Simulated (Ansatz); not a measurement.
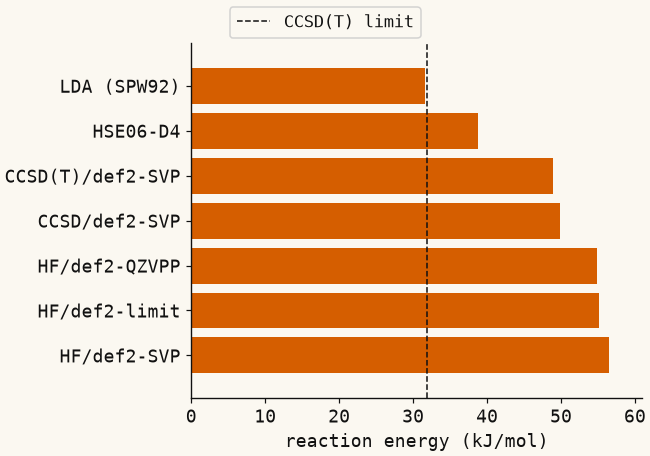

Electronic reaction energy of GaHBrF ([F][GaH][Br]) + NH₃ (N) → GaNH₃Br ([NH2][GaH][Br]) + HF (F) (SMILES in brackets) at several levels (functionals in def2-TZVPP unless a basis is named), isolated molecules at PBE0-D4 triple-zeta geometries, minima by their frequencies, no zero-point or thermal terms, the Ansatz code. The line is frozen-core CCSD(T) at the basis limit (MP2 extrapolated from triple and quadruple zeta, plus CCSD(T) less MP2 in a smaller set). The distance of CCSD(T)/def2-SVP, CCSD/def2-SVP and HF/def2-SVP to the limit includes basis error. The limit lies 5.6 kJ/mol from CCSD(T)/def2-TZVPP, so the line itself is uncertain by a part of that.

What range do the values span, the line included?

From 31.6 kJ/mol (LDA (SPW92)) to 56.4 kJ/mol (HF/def2-SVP).

Give the values.

| level | kJ/mol | less CCSD(T) limit |
| --- | --- | --- |
| LDA (SPW92) | 31.6 | −0.2 |
| HSE06-D4 | 38.8 | 7.0 |
| CCSD(T)/def2-SVP | 48.9 | 17.1 |
| CCSD/def2-SVP | 49.9 | 18.0 |
| HF/def2-QZVPP | 54.9 | 23.0 |
| HF/def2-limit | 55.1 | 23.2 |
| HF/def2-SVP | 56.4 | 24.6 |
| CCSD(T) limit | 31.9 | 0.0 |

Known limits of this run: no scalar relativity up to krypton; outer-core shells are correlated without core-valence functions, which makes the correlated values less sure.
